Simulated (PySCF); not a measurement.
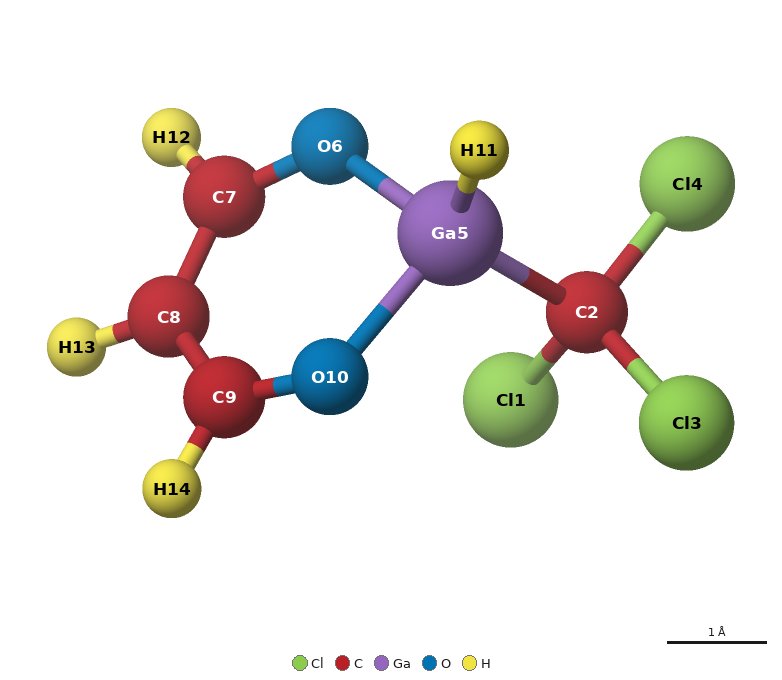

Atoms carry their numbers in the input. Computed geometry: PBE0-D3(BJ)/def2-SVP optimisation. No frequency run is at hand to confirm it as a minimum.

Estimate the angles Cl1–C2–Cl3, Cl1–C2–Ga5, Cl3–C2–Cl4, Cl3–C2–Ga5, C2–Ga5–O6, C2–Ga5–H11, O6–Ga5–O10, O6–Ga5–H11, C7–C8–C9, C7–C8–H13, O6–C7–C8, C8–C7–H12, O6–C7–H12, Ga5–O6–C7.

```csv
angle,degrees
Cl1–C2–Cl3,109.3
Cl1–C2–Ga5,110.5
Cl3–C2–Cl4,109.5
Cl3–C2–Ga5,109.1
C2–Ga5–O6,104.1
C2–Ga5–H11,125.1
O6–Ga5–O10,93.4
O6–Ga5–H11,112.7
C7–C8–C9,122.8
C7–C8–H13,118.6
O6–C7–C8,127.0
C8–C7–H12,117.9
O6–C7–H12,115.1
Ga5–O6–C7,124.5
```
